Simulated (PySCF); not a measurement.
# C₅H₉O₂P: excited-state relaxation

Wanted: excited-state relaxation for C₅H₉O₂P (`C=CC[P@@](=O)(O)C=C`).

Computed with PySCF 2.14.0 and routines of our own; the level stands in each step. Atoms count from 0.

## (1) The system as given

17 atoms, charge 0, multiplicity 1; geometry from: GFN2-xTB.

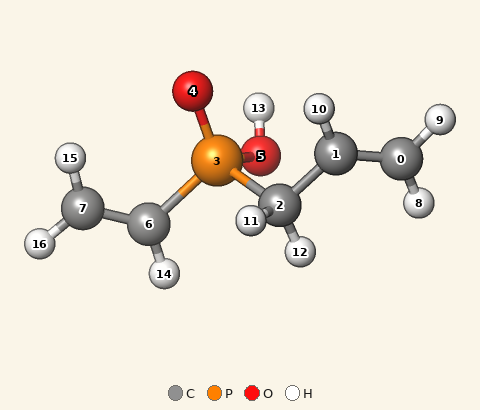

The starting geometry (carbon grey, phosphorus orange, oxygen red, hydrogen white).

## (2) Geometry optimisation at PBE0/def2-SV(P)

The job: settings as JSON, then the geometry in Å.

```
{"job": {"xc": "PBE0", "basis": "def2-SV(P)", "grid": 1, "kind": "geom"}, "charge": 0, "multiplicity": 1}
C      3.025007     0.405076     0.321874
C      1.910794     0.222953     1.006269
C      0.805473    -0.678543     0.581008
P     -0.620165     0.406193     0.140217
O     -0.985668     1.426734     1.128272
O     -0.135749     1.070922    -1.251528
C     -1.960229    -0.711916    -0.364601
C     -3.121101    -0.651898     0.260317
H      3.222244    -0.129756    -0.592955
H      3.789878     1.087284     0.650362
H      1.722773     0.775655     1.916837
H      0.482108    -1.326523     1.397820
H      1.080882    -1.279928    -0.284193
H     -0.245060     2.020257    -1.174182
H     -1.761094    -1.396485    -1.174973
H     -3.260277     0.056836     1.060889
H     -3.956813    -1.284832     0.007354
```

Launch:

```sh
$ OMP_NUM_THREADS=1 python excited_run.py task.json out
```

This one command runs all jobs of the session in turn.

The log of the run:

```text
step   0  E = -686.82366662  max force = 0.032994
step   1  E = -686.82821043  max force = 0.008012
step   2  E = -686.82841144  max force = 0.001762
step   3  E = -686.82842929  max force = 0.001660
step   4  E = -686.82844655  max force = 0.000742
step   5  E = -686.82844868  max force = 0.000251
optimisation converged
```

Wall time 32 s (1 thread of Arm Neoverse V2, shared host); peak memory 0.58 GiB.

The steps of the relaxation:

| step | energy from step 0 (eV) | largest force component (eV/Å) |
| --- | --- | --- |
| 0 | 0.0000 | 1.6966 |
| 1 | -0.1236 | 0.4120 |
| 2 | -0.1291 | 0.0906 |
| 3 | -0.1296 | 0.0854 |
| 4 | -0.1301 | 0.0382 |
| 5 | -0.1301 | 0.0129 |

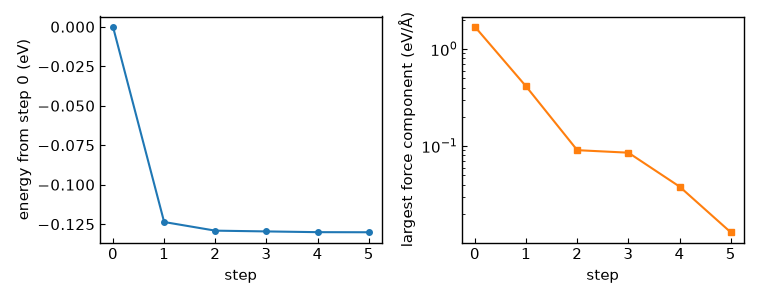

Energy and largest force along the relaxation.

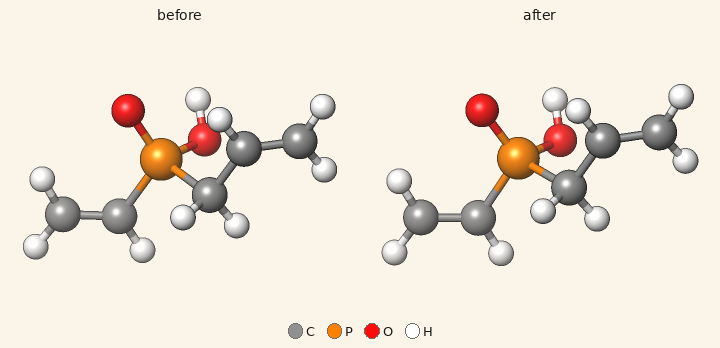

Before and after, at one scale.

Close pairs (by a distance rule), those that changed most:

| bond | before (Å) | after (Å) | change (Å) |
| --- | --- | --- | --- |
| P3–O4 | 1.467 | 1.491 | +0.024 |
| C2–P3 | 1.845 | 1.825 | -0.020 |
| C7–H15 | 1.078 | 1.098 | +0.020 |
| C0–H8 | 1.078 | 1.098 | +0.020 |
| C0–H9 | 1.076 | 1.096 | +0.020 |
| C7–H16 | 1.078 | 1.097 | +0.019 |
| C6–H14 | 1.079 | 1.098 | +0.018 |
| P3–O5 | 1.617 | 1.634 | +0.018 |

The end geometry stands in the next job.

| at the end point | value |
| --- | --- |
| point group (found at 0.08 Å tolerance) | C1 |
| rotational constants (GHz, main isotopes) | 3.465, 1.026, 1.010 |
| dipole moment (D) | 2.18 |

## (3) Excited-state relaxation: TDA PBE0/def2-SV(P)

The job: settings as JSON, then the geometry in Å.

```
{"job": {"kind": "xopt", "state": "S1", "method": "TDA", "freq": false, "xc": "PBE0", "basis": "def2-SV(P)", "grid": 1}, "charge": 0, "multiplicity": 1}
C      3.042175     0.611459     0.353294
C      1.896337     0.420979     1.010862
C      0.798029    -0.497479     0.574040
P     -0.695098     0.448165     0.118605
O     -1.131858     1.453579     1.128598
O     -0.273372     1.088903    -1.324470
C     -1.962473    -0.755987    -0.311005
C     -3.122886    -0.737647     0.350589
H      3.271318     0.075937    -0.576934
H      3.797858     1.312825     0.724810
H      1.698922     0.987527     1.929935
H      0.494084    -1.172185     1.396672
H      1.100294    -1.117795    -0.288006
H     -0.373745     2.055075    -1.301256
H     -1.765380    -1.476581    -1.115312
H     -3.296877     0.001277     1.143775
H     -3.930723    -1.443871     0.121490
```

Level: TDA PBE0/def2-SV(P) excited-state geometry optimisation, gas phase.

The log of the run:

```text
final grid: 64920 points
cycle   1  E = -686.6051209486  dE =  1.165e+00  |g| = 1.047e+00  |ddm| = 4.277e+00
cycle   2  E = -686.0802720864  dE =  5.248e-01  |g| = 1.901e+00  |ddm| = 3.608e+00
cycle   3  E = -686.8057193059  dE = -7.254e-01  |g| = 3.206e-01  |ddm| = 2.796e+00
cycle   4  E = -686.8267093040  dE = -2.099e-02  |g| = 9.366e-02  |ddm| = 3.876e-01
cycle   5  E = -686.8281732106  dE = -1.464e-03  |g| = 3.292e-02  |ddm| = 9.608e-02
cycle   6  E = -686.8284407943  dE = -2.676e-04  |g| = 5.434e-03  |ddm| = 3.392e-02
cycle   7  E = -686.8284468512  dE = -6.057e-06  |g| = 2.689e-03  |ddm| = 7.937e-03
cycle   8  E = -686.8284486157  dE = -1.764e-06  |g| = 5.000e-04  |ddm| = 2.883e-03
cycle   9  E = -686.8284486746  dE = -5.888e-08  |g| = 1.187e-04  |ddm| = 6.386e-04
cycle  10  E = -686.8284486779  dE = -3.394e-09  |g| = 3.153e-05  |ddm| = 1.599e-04
cycle  11  E = -686.8284486782  dE = -2.176e-10  |g| = 1.120e-05  |ddm| = 4.311e-05
converged SCF energy = -686.8284486782

vertical S1 at the ground-state geometry: 5.5303 eV
step    E(state)/Eh    max force   excitation/eV  root
  0    -686.62020521   0.096561     5.6078      1
  1    -686.65942760   0.042876     3.9734      1
  2    -686.66536485   0.016607     3.2794      1
  3    -686.66707901   0.020085     2.8664      1
  4    -686.66845086   0.007524     2.8266      1
  5    -686.66988818   0.009470     2.8043      1
  6    -686.67094738   0.017826     2.6995      1
  7    -686.67260481   0.005263     2.7277      1
  8    -686.67351519   0.004840     2.6458      1
  9    -686.67417191   0.008928     2.5944      1
 10    -686.67522886   0.009189     2.3997      1
 11    -686.67611384   0.006199     2.4198      1
 12    -686.67755198   0.008578     2.3872      1
 13    -686.67829402   0.008548     2.4860      1
 14    -686.67877443   0.003511     2.4536      1
 15    -686.67912670   0.001869     2.4282      1
 16    -686.67926600   0.001795     2.4229      1
 17    -686.67930579   0.001171     2.4315      1
 18    -686.67933644   0.000405     2.4209      1
 19    -686.67934426   0.000295     2.4207      1
optimisation converged
vertical emission 2.4207 eV, adiabatic 4.0573 eV, Stokes shift 3.1096 eV, reorganisation 1.4730 (excited) and 1.6366 eV (ground)
in cyclohexane: absorption 5.6162 eV (f = 0.0348, root 1), emission 2.7079 eV (f = 0.0059, root 1)
in dimethylsulfoxide: absorption 5.7362 eV (f = 0.0468, root 1), emission 3.1472 eV (f = 0.0141, root 1)
```

Wall time 4.2 min (1 thread of Arm Neoverse V2, shared host); peak memory 0.94 GiB.

Key values:

| quantity | value |
| --- | --- |
| vertical absorption, S1 | 5.53 eV |
| adiabatic energy, S1 | 4.06 eV |
| vertical emission, S1 | 2.42 eV |
| Stokes shift, S1 | 3.11 eV |
| geometry moved (RMSD), S1 | 0.509 Å |

Bonds of the start that changed most:

| bond | start (Å) | end (Å) |
| --- | --- | --- |
| P3–C6 | 1.800 | 1.681 |
| P3–O4 | 1.490 | 1.596 |
| C6–C7 | 1.336 | 1.419 |
| C2–P3 | 1.825 | 1.871 |
| P3–O5 | 1.634 | 1.604 |
| C1–C2 | 1.497 | 1.489 |

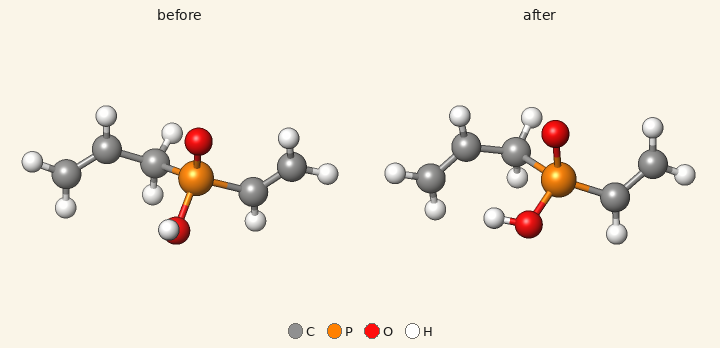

Before and after.

## (4) Excited-state relaxation: UKS PBE0/def2-SV(P)

Settings changed since step 3:

```diff
@@ -1,2 +1,2 @@
-{"job": {"kind": "xopt", "state": "S1", "method": "TDA", "freq": false, "xc": "PBE0", "basis": "def2-SV(P)", "grid": 1}, "charge": 0, "multiplicity": 1}
+{"job": {"kind": "xopt", "state": "T1", "method": "UKS", "freq": false, "xc": "PBE0", "basis": "def2-SV(P)", "grid": 1}, "charge": 0, "multiplicity": 1}
 C      3.042175     0.611459     0.353294
```

With the program's defaults for keys left out, this is: UKS PBE0/def2-SV(P) excited-state geometry optimisation, gas phase.

The log of the run:

```text
final grid: 64920 points
cycle   1  E = -686.6051209486  dE =  1.165e+00  |g| = 1.047e+00  |ddm| = 4.277e+00
cycle   2  E = -686.0802720864  dE =  5.248e-01  |g| = 1.901e+00  |ddm| = 3.608e+00
cycle   3  E = -686.8057193059  dE = -7.254e-01  |g| = 3.206e-01  |ddm| = 2.796e+00
cycle   4  E = -686.8267093040  dE = -2.099e-02  |g| = 9.366e-02  |ddm| = 3.876e-01
cycle   5  E = -686.8281732106  dE = -1.464e-03  |g| = 3.292e-02  |ddm| = 9.608e-02
cycle   6  E = -686.8284407943  dE = -2.676e-04  |g| = 5.434e-03  |ddm| = 3.392e-02
cycle   7  E = -686.8284468512  dE = -6.057e-06  |g| = 2.689e-03  |ddm| = 7.937e-03
cycle   8  E = -686.8284486157  dE = -1.764e-06  |g| = 5.000e-04  |ddm| = 2.883e-03
cycle   9  E = -686.8284486746  dE = -5.888e-08  |g| = 1.187e-04  |ddm| = 6.386e-04
cycle  10  E = -686.8284486779  dE = -3.394e-09  |g| = 3.153e-05  |ddm| = 1.599e-04
cycle  11  E = -686.8284486782  dE = -2.176e-10  |g| = 1.120e-05  |ddm| = 4.311e-05
converged SCF energy = -686.8284486782

vertical T1 at the ground-state geometry: 4.1823 eV
step    E(state)/Eh    max force   <S^2>
  0    -686.66905320   0.182891    2.0078
  1    -686.70445030   0.018360    2.0079
  2    -686.70610962   0.008524    2.0080
  3    -686.70751404   0.010205    2.0079
  4    -686.70710876   0.056551    2.0072
  5    -686.71327791   0.033720    2.0072
  6    -686.71927920   0.035135    2.0067
  7    -686.72766428   0.031141    2.0050
  8    -686.71984591   0.022618    2.0060
  9    -686.72974613   0.012016    2.0057
 10    -686.73189788   0.006183    2.0054
 11    -686.73299196   0.003216    2.0053
 12    -686.73303763   0.002705    2.0053
 13    -686.73307730   0.001153    2.0053
 14    -686.73309366   0.000851    2.0053
 15    -686.73310242   0.001070    2.0053
 16    -686.73311604   0.001866    2.0053
 17    -686.73314543   0.001552    2.0053
 18    -686.73318107   0.000540    2.0053
 19    -686.73320985   0.000549    2.0053
 20    -686.73324849   0.001192    2.0053
 21    -686.73332552   0.001770    2.0053
 22    -686.73381326   0.002974    2.0055
 23    -686.73391098   0.001505    2.0055
 24    -686.73403936   0.000952    2.0055
 25    -686.73406818   0.002069    2.0055
 26    -686.73413914   0.000818    2.0055
 27    -686.73418611   0.000858    2.0055
 28    -686.73427740   0.001216    2.0055
 29    -686.73432966   0.002372    2.0055
 30    -686.73439709   0.002478    2.0056
 31    -686.73448642   0.001163    2.0056
 32    -686.73450796   0.000760    2.0056
 33    -686.73451162   0.000333    2.0055
optimisation converged
vertical emission -1.4381 eV, adiabatic 2.5562 eV, Stokes shift 5.6203 eV, reorganisation 1.6261 (excited) and 3.9942 eV (ground)
```

It took 5.1 min on 1 thread of Arm Neoverse V2, shared host; peak memory 0.68 GiB.

From this job:

| quantity | value |
| --- | --- |
| vertical gap at the ground-state geometry, T1 | 4.18 eV |
| adiabatic energy, T1 | 2.56 eV |
| vertical gap at the relaxed geometry, T1 | -1.44 eV |
| difference of the two gaps, T1 | 5.62 eV |
| geometry moved (RMSD), T1 | 0.697 Å |

Bonds of the start that changed most:

| bond | start (Å) | end (Å) |
| --- | --- | --- |
| C6–C7 | 1.336 | 1.446 |
| P3–C6 | 1.800 | 1.792 |
| C6–H14 | 1.098 | 1.102 |
| C2–P3 | 1.825 | 1.828 |
| P3–O5 | 1.634 | 1.633 |
| C7–H16 | 1.097 | 1.099 |

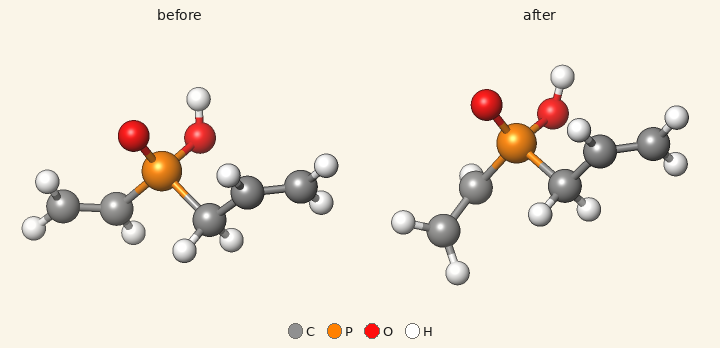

Before and after.

## (5) Summary of results

| quantity | value |
| --- | --- |
| point group | C1 |
| rotational constants (main isotopes) | 3.47, 1.03, 1.01 GHz |
| vertical absorption, S1 (step 3, TDA PBE0/def2-SV(P)) | 5.53 eV |
| adiabatic energy, S1 (step 3, TDA PBE0/def2-SV(P)) | 4.06 eV |
| vertical emission, S1 (step 3, TDA PBE0/def2-SV(P)) | 2.42 eV |
| Stokes shift, S1 (step 3, TDA PBE0/def2-SV(P)) | 3.11 eV |
| vertical gap at the ground-state geometry, T1 (step 4, UKS PBE0/def2-SV(P)) | 4.18 eV |
| adiabatic energy, T1 (step 4, UKS PBE0/def2-SV(P)) | 2.56 eV |
| vertical gap at the relaxed geometry, T1 (step 4, UKS PBE0/def2-SV(P)) | -1.44 eV |
| difference of the two gaps, T1 (step 4, UKS PBE0/def2-SV(P)) | 5.62 eV |

**Reading.** The optimisation took 5 steps and gained 0.130 eV; among the close pairs (by a distance rule), P3–O4 changed most, from 1.467 to 1.491 Å. In steps 3, 4 the harmonic model is doubtful. Where no frequencies were run, the relaxed excited state may be a saddle. In step 3 (excited-state relaxation), among the bonds P3–C6 changes most, from 1.800 to 1.681 Å. The atoms move far more than that, so angles or torsions carry the main change. In step 4 the gap at the relaxed geometry is under 0.8 eV (below zero), where a single closed-shell reference fails, so that gap and differences built on it are unreliable. In step 4 (excited-state relaxation), among the bonds C6–C7 changes most, from 1.336 to 1.446 Å. The atoms move far more than that, so angles or torsions carry the main change. ΔSCF (UKS) and response values aren't on one footing and may follow different states, so their differences aren't method errors alone, and singlets and triplets from the two don't rank.
